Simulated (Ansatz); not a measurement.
# La3TlC (Pm-3m): Grüneisen parameters, part 2 of 2

Wanted: mode Grüneisen parameters of La3TlC (Pm-3m).

Ansatz 0.2.0; DFT PBEsol, scalar-relativistic, plane waves, PAW; PAW set soft_1.

So far, highest frequency on the path or at a solved wavevector (cm⁻¹): step 2 (response at finite wavevector) 384.

## (4) Phonons at the other volume, volume ratio 0.97

The phonons are repeated at this volume on the same k and q meshes.

Contents of input.yaml:

```yaml
crystal:
  lattice:
    - [5.1109505919, 0.0, 0.0]
    - [0.0, 5.1109505919, 0.0]
    - [0.0, 0.0, 5.1109505919]
  atoms:
    - { symbol: La, position: [0.5, 0.0, 0.5] }
    - { symbol: La, position: [0.0, 0.5, 0.5] }
    - { symbol: La, position: [0.5, 0.5, 0.0] }
    - { symbol: Tl, position: [0.0, 0.0, 0.0] }
    - { symbol: C, position: [0.5, 0.5, 0.5] }
kpoints:
  mp_grid: { grid: [8, 8, 8] }
hamiltonian:
  xc: pbesol
  pseudopotentials: { kind: paw, azcp: { folder: soft_1 }, xc_functional: pbe }
scf:
  occupations: { method: methfessel_paxton, width: 0.2 }
output:
  eigenvalues: true
phonons:
  method: dfpt
  qmesh: [2, 2, 2]
  temperatures: { t_max: 1000, t_step: 50 }
  qpath:
    path:
      - [[0.0, 0.0, 0.0], [0.0, 0.5, 0.0], [0.5, 0.5, 0.0], [0.0, 0.0, 0.0], [0.5, 0.5, 0.5], [0.0, 0.5, 0.0]]
      - [[0.5, 0.5, 0.5], [0.5, 0.5, 0.0]]
    npoints: 10
```

Command:

```
$ ansatz run input.yaml --threads 4 --pin off --max-ram 10240MiB --backend cpu --events-out ev --progress --plain --runs-dir out
```

Numbers of over 12 decimals in the logs are rounded to 6 here.

The program printed:

```text
[...]
Crystal: 5 atoms, lattice volume = 133.507 Å³
Basis set: ecut = 420 eV, 2553 PW (Γ), exchange–correlation on 72×72×72 points (8 copies of the dense FFT grid, shifted against one another)
Bands: 30, of which v1, the nominal top of the filled ones, is band 25 counted from 1 (24 counted from 0)
Symmetry: 48 space group operations
k-points: 35 of 512
[...]
SCF iter   1: F=—  HF=-30032.877996 eV  |F-HF|=—  |Δ(HF+E_count)|=         —  Δρ=5.45e-2  dr2=1.23e1  ethr=3.10e-3  ⟨swp⟩=4.9  Hψ=4435  notcnv=0
[...]
SCF iter  12: F=-30030.199871 eV  HF=-30030.199871 eV  |F-HF|=0.00e0  |Δ(HF+E_count)|=  3.64e-11  S|Δr|=    0.00e0  Δρ=6.59e-8  dr2=6.70e-12  ethr=1.00e-12  ⟨swp⟩=15.4  Hψ=8615  notcnv=0
SCF 1 converged in 12 iterations: F = -30030.199871 eV  dr2 = 6.70e-12
[...]
SCF iter   6: F=-30030.199871 eV  HF=-30030.199871 eV  |F-HF|=3.64e-12  |Δ(HF+E_count)|=  1.82e-11  S|Δr|=    0.00e0  Δρ=3.97e-8  dr2=4.17e-12  ethr=1.00e-12  ⟨swp⟩=2.9  Hψ=2026  notcnv=0
SCF 2 converged in 6 iterations: F = -30030.199871 eV  dr2 = 4.17e-12
[...]
NSCF: frozen V_eff on 35 k-points
[...]
SCF converged after 12 iterations
[...]
Free energy (F): -30030.199871 eV
[...]
Internal energy: -30030.195319 eV  (E = F + TS)
E sigma→0 (E₀):  -30030.198733 eV
Entropy (-TS):   -0.004551 eV (-0.910 meV/atom)
Fermi energy:    11.600238 eV
[...]
--- Band table (eV; the first three rows and the last of 35) ---
  k-point 0: bands = [... 21 lower, 11.0864, 11.1017, 11.1017, 11.7027, 11.7027, 11.7027, 12.7275, 12.7275, ... 6 higher]
  k-point 1: bands = [... 21 lower, 11.0530, 11.1152, 11.2455, 11.3232, 11.7567, 11.7567, 12.5178, 12.6761, ... 6 higher]
  k-point 2: bands = [... 21 lower, 11.0237, 11.0237, 11.1903, 11.6514, 11.6823, 11.6823, 12.5436, 12.8045, ... 6 higher]
  k-point 34: bands = [... 21 lower, 8.3896, 12.0923, 12.0923, 12.0923, 13.1135, 13.1135, 13.1135, 13.2946, ... 6 higher]
[...]
ASR residual: 8.228e-5 → 0.000e0 eV/Å²; symmetrization residual: 1.487e-6 eV/Å²
  ASR residual per site (eV/Å²): 4.09e-5 4.09e-5 4.09e-5 3.60e-6 8.23e-5
[...]
--- Phonons (arbitrary-q DFPT): 4 irreducible q on the 2×2×2 mesh ---
[...]
interpolated dispersion: 62 rows × 15 modes
[...]
```

Wall time 7.5 min (4 threads of Arm Neoverse V1, shared host); peak memory 1.9 GiB.

This step gave:

| Item | Value |
| --- | --- |
| sum-rule residual before enforcement | 8.23e-5 eV/Å² |
| lowest frequency on the path | -146.8 cm⁻¹ |
| highest frequency on the path or at a solved wavevector | 397.9 cm⁻¹ |
| highest optical mode at the zone centre (no LO-TO term) | 137.5 cm⁻¹ |
| lowest optical zone-centre mode | -146.8 cm⁻¹ |
| lowest mode on the q mesh (acoustic modes at Γ apart) | -146.8 cm⁻¹ |

Frequencies (cm⁻¹) solved at each irreducible wavevector; negative means imaginary. Frequencies by wavevector, by row:

| q in reciprocal lattice units | star | mode 1 | mode 2 | mode 3 | mode 4 | mode 13 | mode 14 | mode 15 |
| --- | --- | --- | --- | --- | --- | --- | --- | --- |
| 0 0 0 | 1 | -146.8 | -146.8 | -146.8 | -49.2 | 137.5 | 137.5 | 137.5 |
| 0 0 -0.5 | 3 | -104.7 | -104.7 | 45.3 | 45.3 | 149.2 | 149.2 | 389.8 |
| 0 -0.5 -0.5 | 3 | 14.4 | 57 | 57 | 60.1 | 264.1 | 384.5 | 384.5 |
| -0.5 -0.5 -0.5 | 1 | -26 | -26 | -26 | 51.4 | 397.9 | 397.9 | 397.9 |

The highest optical mode at the zone centre (no LO-TO term) is 137.5 cm⁻¹, +6.6 cm⁻¹ against the base run.

## (5) Relaxing at another volume, volume ratio 1.03

The volume is scaled by 1.03 and held; symmetry leaves nothing to relax, so this is a single point. The modes can then be followed against volume.

input.yaml, the sections that differ from step 4:

```yaml
crystal:
  lattice:
    - [5.2142299449, 0.0, 0.0]
    - [0.0, 5.2142299449, 0.0]
    - [0.0, 0.0, 5.2142299449]
  atoms:
    - { symbol: La, position: [0.5, 0.0, 0.5] }
    - { symbol: La, position: [0.0, 0.5, 0.5] }
    - { symbol: La, position: [0.5, 0.5, 0.0] }
    - { symbol: Tl, position: [0.0, 0.0, 0.0] }
    - { symbol: C, position: [0.5, 0.5, 0.5] }
output:
  forces: true
  stress: true
  eigenvalues: true
# kpoints, hamiltonian, scf: as in step 4
# phonons: removed
```

The program printed:

```text
[...]
Crystal: 5 atoms, lattice volume = 141.765 Å³
Basis set: ecut = 420 eV, 2777 PW (Γ), exchange–correlation on 72×72×72 points (8 copies of the dense FFT grid, shifted against one another)
Bands: 30, of which v1, the nominal top of the filled ones, is band 25 counted from 1 (24 counted from 0)
Symmetry: 48 space group operations
[...]
k-points: 35 of 512
[...]
k-point 0: bands = [... 21 lower, 10.3707, 10.3707, 10.3707, 10.8366, 10.8366, 10.8366, 11.8579, 11.8579, ... 1 higher]
  k-point 1: bands = [... 21 lower, 10.3164, 10.3995, 10.4719, 10.4897, 10.8889, 10.8889, 11.6253, 11.8316, ... 1 higher]
  k-point 2: bands = [... 21 lower, 10.2596, 10.2596, 10.4746, 10.8148, 10.8148, 10.8510, 11.6583, 11.9786, ... 1 higher]
  k-point 34: bands = [... 21 lower, 7.7541, 11.1987, 11.1987, 11.1987, 12.2274, 12.2274, 12.2274, 12.4333, ... 1 higher]
[key lines of the parts left out:]
SCF converged after 9 iterations
Free energy (F): -30030.202097 eV
Fermi energy:    10.784960 eV
P = ⅓ Tr σ = -1.6911 GPa (-16.911 kbar)
```

Run time: 3.3 s. Hardware: 4 threads; peak memory 0.54 GiB.

This step gave:

* pressure: -1.691 GPa
* volume per atom: 28.35 Å³

The run ends at a pressure of -1.69 GPa.

## (6) Phonons at the other volume, volume ratio 1.03

The phonons are repeated at this volume on the same k and q meshes.

input.yaml: that of step 5 with these lines changed.

```diff
@@ -19,4 +19,11 @@
 output:
-  forces: true
-  stress: true
   eigenvalues: true
+phonons:
+  method: dfpt
+  qmesh: [2, 2, 2]
+  temperatures: { t_max: 1000, t_step: 50 }
+  qpath:
+    path:
+      - [[0.0, 0.0, 0.0], [0.0, 0.5, 0.0], [0.5, 0.5, 0.0], [0.0, 0.0, 0.0], [0.5, 0.5, 0.5], [0.0, 0.5, 0.0]]
+      - [[0.5, 0.5, 0.5], [0.5, 0.5, 0.0]]
+    npoints: 10
```

The program printed:

```text
[...]
Crystal: 5 atoms, lattice volume = 141.765 Å³
Basis set: ecut = 420 eV, 2777 PW (Γ), exchange–correlation on 72×72×72 points (8 copies of the dense FFT grid, shifted against one another)
Bands: 30, of which v1, the nominal top of the filled ones, is band 25 counted from 1 (24 counted from 0)
Symmetry: 48 space group operations
k-points: 35 of 512
[...]
k-point 34: bands = [... 21 lower, 7.7541, 11.1987, 11.1987, 11.1987, 12.2274, 12.2274, 12.2274, 12.4333, ... 6 higher]
[...]
ASR residual: 6.350e-5 → 0.000e0 eV/Å²; symmetrization residual: 1.691e-6 eV/Å²
  ASR residual per site (eV/Å²): 6.35e-5 6.35e-5 6.35e-5 1.06e-5 4.90e-5
[...]
--- Phonons (arbitrary-q DFPT): 4 irreducible q on the 2×2×2 mesh ---
[...]
interpolated dispersion: 62 rows × 15 modes
[...]
[key lines of the parts left out:]
SCF converged after 12 iterations
Free energy (F): -30030.202097 eV
Fermi energy:    10.784962 eV
```

Elapsed: 8 min, on 4 threads; peak memory 2 GiB; 31 min of CPU time.

This step gave:

```
sum-rule residual before enforcement                    : 6.35e-5 eV/Å²
lowest frequency on the path                            : -156.9 cm⁻¹
highest frequency on the path or at a solved wavevector : 369.4 cm⁻¹
highest optical mode at the zone centre (no LO-TO term) : 128.3 cm⁻¹
lowest optical zone-centre mode                         : -156.9 cm⁻¹
lowest mode on the q mesh (acoustic modes at Γ apart)   : -156.9 cm⁻¹
```

Frequencies (cm⁻¹) solved at each irreducible wavevector; negative means imaginary. Frequencies by wavevector, by row:

```
q in reciprocal lattice units  star  mode 1  mode 2  mode 3  mode 4  mode 13  mode 14  mode 15
                        0 0 0     1  -156.9  -156.9  -156.9   -31.6    128.3    128.3    128.3
                     0 0 -0.5     3   -93.1   -93.1    44.1    44.1      115    124.8    365.3
                  0 -0.5 -0.5     3      14    52.3    52.8    52.8    221.9    357.6    357.6
               -0.5 -0.5 -0.5     1   -24.2   -24.2   -24.2    44.1    369.4    369.4    369.4
```

The highest optical mode at the zone centre (no LO-TO term) is 128.3 cm⁻¹, -2.6 cm⁻¹ against the base run.

## (7) Grüneisen parameters

The Grüneisen parameter of a mode is minus the logarithmic change of its frequency with volume, −d ln ω / d ln V; weighted by heat capacity it gives the expansion.

This step gave:

| Item | Value |
| --- | --- |
| bulk modulus | 60.7 GPa |

Phonon branches along the path, in cm⁻¹:

| point | branch 1 | branch 2 | branch 3 | branch 4 | branch 12 | branch 13 | branch 14 | branch 15 |
| --- | --- | --- | --- | --- | --- | --- | --- | --- |
| Γ | -151 | -151 | -151 | -41 | 58 | 131 | 131 | 131 |
| X | -97 | -97 | 45 | 45 | 130 | 130 | 131 | 378 |
| M | 14 | 55 | 55 | 56 | 154 | 243 | 371 | 371 |
| Γ | -151 | -151 | -151 | -41 | 58 | 131 | 131 | 131 |
| R | -25 | -25 | -25 | 48 | 185 | 384 | 384 | 384 |
| X | -97 | -97 | 45 | 45 | 130 | 130 | 131 | 378 |
| jump to R | -25 | -25 | -25 | 48 | 185 | 384 | 384 | 384 |
| M | 14 | 55 | 55 | 56 | 154 | 243 | 371 | 371 |

The same for volume x 0.97:

| point | branch 1 | branch 2 | branch 3 | branch 4 | branch 12 | branch 13 | branch 14 | branch 15 |
| --- | --- | --- | --- | --- | --- | --- | --- | --- |
| Γ | -147 | -147 | -147 | -49 | 63 | 138 | 138 | 138 |
| X | -105 | -105 | 45 | 45 | 137 | 149 | 149 | 390 |
| M | 14 | 57 | 57 | 60 | 159 | 264 | 384 | 384 |
| Γ | -147 | -147 | -147 | -49 | 63 | 138 | 138 | 138 |
| R | -26 | -26 | -26 | 51 | 191 | 398 | 398 | 398 |
| X | -105 | -105 | 45 | 45 | 137 | 149 | 149 | 390 |
| R | -26 | -26 | -26 | 51 | 191 | 398 | 398 | 398 |
| M | 14 | 57 | 57 | 60 | 159 | 264 | 384 | 384 |

The same for volume x 1.03:

| point | branch 1 | branch 2 | branch 3 | branch 4 | branch 12 | branch 13 | branch 14 | branch 15 |
| --- | --- | --- | --- | --- | --- | --- | --- | --- |
| Γ | -157 | -157 | -157 | -32 | 53 | 128 | 128 | 128 |
| X | -93 | -93 | 44 | 44 | 115 | 115 | 125 | 365 |
| M | 14 | 52 | 53 | 53 | 148 | 222 | 358 | 358 |
| Γ | -157 | -157 | -157 | -32 | 53 | 128 | 128 | 128 |
| R | -24 | -24 | -24 | 44 | 178 | 369 | 369 | 369 |
| X | -93 | -93 | 44 | 44 | 115 | 115 | 125 | 365 |
| R | -24 | -24 | -24 | 44 | 178 | 369 | 369 | 369 |
| M | 14 | 52 | 53 | 53 | 148 | 222 | 358 | 358 |

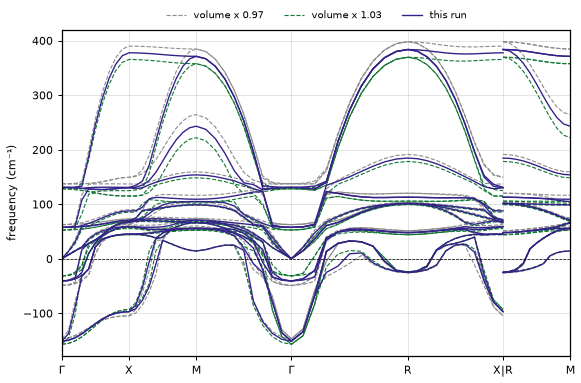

Phonon branches along the path; dashed: volume x 0.97 and volume x 1.03.

## (8) Summary of results

* bulk modulus: 60.7 GPa

In words: No expansion is given, because modes are imaginary at one volume or more. The highest optical mode at Γ goes from 137 to 128 cm⁻¹ as the cell grows, a Grüneisen parameter of 1.15. Branches are matched by rank, so values near crossings are rough. With no gap, or one that is small against the smearing, the frequencies hang on the k mesh and the smearing, most of all near Kohn anomalies. Spin-orbit coupling is left out, which can matter for the heavy elements here. The PAW files were made for PBE and serve the other functionals too. A phonon run warned that its eigensolver left some bands unconverged in a pass.

[Logs are printed without paths, hosts, clocks, repeated set-up lines and the standing remarks that a program may print on its own settings, such as how far it seeks lower states.]

[Hosts, paths, dates, database ids (printed as entryN), source tags and the programs' standing remarks are cut or masked in the printed files.]
